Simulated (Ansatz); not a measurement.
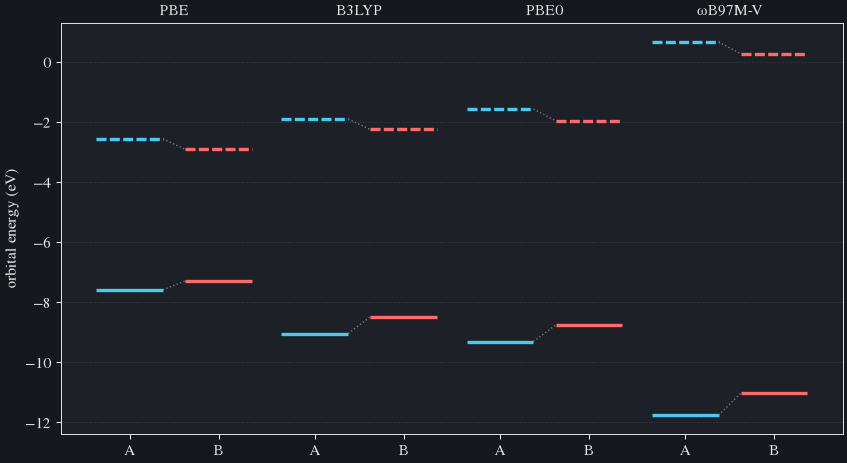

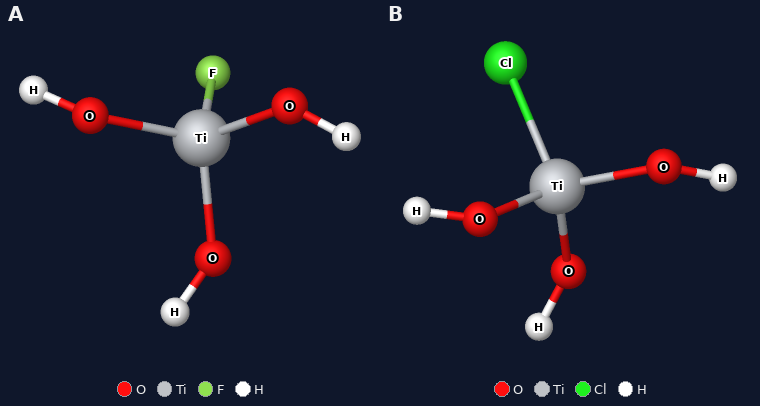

One change: A, TiH₃O₃F (SMILES [OH][Ti]([OH])([OH])[F]), becomes B, TiH₃O₃Cl (SMILES [OH][Ti]([OH])([OH])[Cl]). F on Ti is replaced by Cl. HOMO (solid) and LUMO (dashed) computed in def2-TZVPP at PBE0-D4/def2-TZVP geometries, both minima by their frequencies, gas phase, the Ansatz code 0.2.0. Empty levels above zero depend strongly on the basis.

### What does the change do to HOMO and LUMO?

PBE: the HOMO rises by 0.30 eV, the LUMO falls by 0.35 eV, and the separation goes from 5.02 to 4.38 eV. B3LYP: the HOMO rises by 0.56 eV, the LUMO falls by 0.35 eV, and the separation goes from 7.14 to 6.24 eV. PBE0: the HOMO rises by 0.55 eV, the LUMO falls by 0.39 eV, and the separation goes from 7.74 to 6.81 eV. ωB97M-V: the HOMO rises by 0.73 eV, the LUMO falls by 0.39 eV, and the separation goes from 12.42 to 11.30 eV.

### Do the functionals agree on the effect?

They agree on the direction for both levels; the HOMO shift lies between 0.30 and 0.73 eV and the LUMO shift between −0.39 and −0.35 eV, while the separations themselves differ by up to 7.4 eV between functionals.
